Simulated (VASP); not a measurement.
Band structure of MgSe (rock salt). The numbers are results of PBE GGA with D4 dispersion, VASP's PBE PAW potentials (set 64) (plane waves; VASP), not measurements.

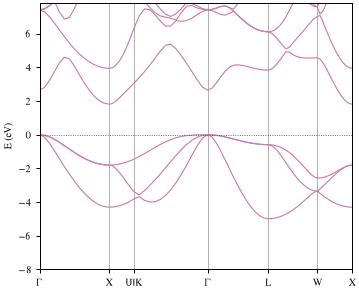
Figure. Bands along high-symmetry lines, zero at the valence-band maximum or, without a gap, the Fermi level

Task: Read the plot: is there a gap, and where are the band edges?

Result: The gap is indirect, 1.81 eV, from the valence maximum at Γ to the conduction minimum at X. (Edges off the drawn lines would not show.)

The compound is MgSe in the rock salt structure. It was relaxed first.
